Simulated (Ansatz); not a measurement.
# B2FH5Sn: rigid scan of one bond length

How does the energy of B2FH5Sn change as one bond is stretched? Wanted for B2FH5Sn: a rigid scan of one bond length. SMILES: [BH2][SnH2][BH]F.

Computed with Ansatz 0.2.0, driven from Python. Level of theory: MP2/def2-SVP.

## (1) The system

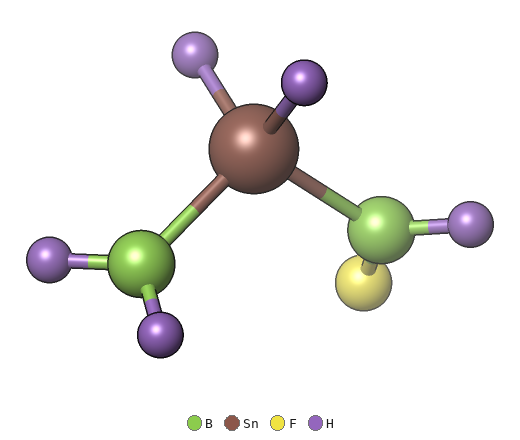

The structure that the script starts from, seen from a chosen angle (boron green, tin brown, fluorine yellow, hydrogen purple).

No structure file is read: the coordinates are typed or built in the script.

## (2) The code

The input, scan_b2fh5sn.py:

```python
"""Potential curve of B2FH5Sn along one bond."""

import ansatz as az
import matplotlib.pyplot as plt
import numpy as np

config = {
    "basis_set": "def2-SVP",
    "level": "mp2",
}

geometry_ang = [
    ("B", (-0.9589, 1.5341, -0.0095)),
    ("Sn", (0.6851, 0.1881, -0.3557)),
    ("B", (0.1509, -1.7924, 0.4795)),
    ("F", (-0.8963, -2.5028, 0.0039)),
    ("H", (-1.5513, 2.0689, -0.9608)),
    ("H", (-1.3699, 1.8297, 1.0766)),
    ("H", (2.1476, 0.8186, 0.4385)),
    ("H", (1.0238, 0.0511, -2.0797)),
    ("H", (0.8574, -2.2416, 1.3901)),
]
system = az.Crystal.molecule()
for symbol, xyz in geometry_ang:
    system = system.atom(symbol, xyz)

symbols = [site.symbol for site in system.cartesian_sites]
start = np.array([site.position_ang for site in system.cartesian_sites])
axis = (start[4] - start[0]) / np.linalg.norm(start[4] - start[0])
moving = [4]
lengths, energies = [1.093, 1.142, 1.192, 1.242, 1.291, 1.341, 1.391, 1.465], []
for length in lengths:
    xyz = start.copy()
    xyz[moving] += (length - np.linalg.norm(start[4] - start[0])) * axis
    point = az.Crystal.molecule()
    for symbol, place in zip(symbols, xyz):
        point = point.atom(symbol, place.tolist())
    base = point.calculation()
    base = base.basis(gaussian=config["basis_set"])
    base = base.correlation(config["level"])
    summary = base.run(threads=1, backend="cpu").report
    energies.append(summary["free_energy_ev"])
    print(f"r = {length:6.3f} A  E = {energies[-1]:.5f} eV  <S^2> = {abs(summary['mean_field']['state']['spin_squared']):.3f}")

# quartic fit about the minimum
fit = np.polynomial.Polynomial.fit(lengths, np.array(energies) - min(energies), 4).convert()
roots = [r.real for r in fit.deriv().roots() if abs(r.imag) < 1e-9 and fit.deriv(2)(r.real) > 0]
r_e = min(roots, key=lambda r: abs(r - lengths[int(np.argmin(energies))]))
print(f"minimum of the fit at {r_e:.4f} A, force constant {fit.deriv(2)(r_e):.2f} eV/A^2")
plt.figure(figsize=(4.5, 3))
plt.plot(lengths, np.array(energies) - min(energies), "o-")
plt.xlabel("bond length (A)")
plt.ylabel("E - E(min) (eV)")
plt.tight_layout()
plt.savefig("scan.png", dpi=100)
```

## (3) The input behind the calls

The package turns the script's settings into the engine's input (first run):

```yaml
crystal:
  periodic: [false, false, false]
  atoms:
    - { symbol: B, position_ang: [-0.9589, 1.5341, -0.0095] }
    - { symbol: Sn, position_ang: [0.6851, 0.1881, -0.3557] }
    - { symbol: B, position_ang: [0.1509, -1.7924, 0.4795] }
    - { symbol: F, position_ang: [-0.8963, -2.5028, 0.0039] }
    - { symbol: H, position_ang: [-1.4803398545420325, 2.004839423040309, -0.8468493140206543] }
    - { symbol: H, position_ang: [-1.3699, 1.8297, 1.0766] }
    - { symbol: H, position_ang: [2.1476, 0.8186, 0.4385] }
    - { symbol: H, position_ang: [1.0238, 0.0511, -2.0797] }
    - { symbol: H, position_ang: [0.8574, -2.2416, 1.3901] }
basis:
  gaussian:
    orbitals: def2-SVP
correlation:
  method: mp2
```

## (4) Launch

Command:

```bash
$ python scan_b2fh5sn.py
```

What it wrote:

```text
r =  1.093 A  E = -9942.11563 eV  <S^2> = 0.000
r =  1.142 A  E = -9942.24614 eV  <S^2> = 0.000
r =  1.192 A  E = -9942.29710 eV  <S^2> = 0.000
r =  1.242 A  E = -9942.28254 eV  <S^2> = 0.000
r =  1.291 A  E = -9942.21844 eV  <S^2> = 0.000
r =  1.341 A  E = -9942.11352 eV  <S^2> = 0.000
r =  1.391 A  E = -9941.97795 eV  <S^2> = 0.000
r =  1.465 A  E = -9941.73668 eV  <S^2> = 0.000
minimum of the fit at 1.2044 A, force constant 24.74 eV/A^2
```

Run time: 15 s. Hardware: 1 thread of Arm Neoverse V2, shared host; peak memory 0.27 GiB.

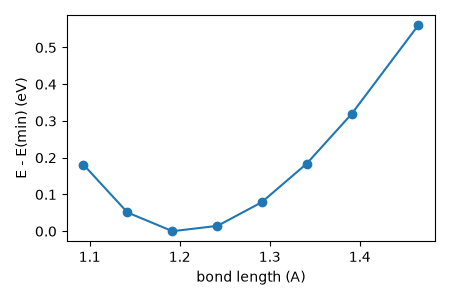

The script's own figure, scan.png.

## (5) What changed from run to run

The engine's inputs for some of the other runs:

Run 2, against run 1:

```diff
@@ -8 +8 @@
-    - { symbol: H, position_ang: [-1.4803398545420325, 2.004839423040309, -0.8468493140206543] }
+    - { symbol: H, position_ang: [-1.5037163896495893, 2.025943020230588, -0.8843883043106928] }
```

Run 5, against run 1:

```diff
@@ -8 +8 @@
-    - { symbol: H, position_ang: [-1.4803398545420325, 2.004839423040309, -0.8468493140206543] }
+    - { symbol: H, position_ang: [-1.574800139262364, 2.090115183115315, -0.998537478866116] }
```

Run 8, against run 1:

```diff
@@ -8 +8 @@
-    - { symbol: H, position_ang: [-1.4803398545420325, 2.004839423040309, -0.8468493140206543] }
+    - { symbol: H, position_ang: [-1.6578106925014435, 2.165054487423653, -1.1318391994878854] }
```

## (6) The engine's runs

From the records of these 8 runs:

| run | distance (Å) | energy from run 3 (eV) | iterations in all | CPU time (s) |
| --- | --- | --- | --- | --- |
| 1 | 1.09 | 0.1815 | 14 | 1.7 |
| 2 | 1.14 | 0.0510 | 14 | 1.7 |
| 3 | 1.19 | 0.0000 | 14 | 1.6 |
| 4 | 1.24 | 0.0146 | 14 | 1.6 |
| 5 | 1.29 | 0.0787 | 14 | 1.6 |
| 6 | 1.34 | 0.1836 | 14 | 1.7 |
| 7 | 1.39 | 0.3192 | 14 | 1.6 |
| 8 | 1.47 | 0.5604 | 19 | 1.8 |

## (7) Summary of results

```
                        quantity     value
bond length at the fit's minimum  1.2044 Å
                   runs compared         8
                 range of energy  0.560 eV
      lowest point, distance (Å)      1.19
```

In words: The lowest point, at 1.19, lies inside the range. The ends stand 0.181 and 0.56 eV above it. The distance scanned is the script's pair 0, 4. Caveats:
- The rest of the molecule is held rigid at a force-field or estimated start geometry, and the basis set is modest; single-reference methods fail as a bond breaks.
- def2 sets replace the cores of elements past krypton by effective core potentials.
- The orbitals are restricted, so S² is zero by construction.
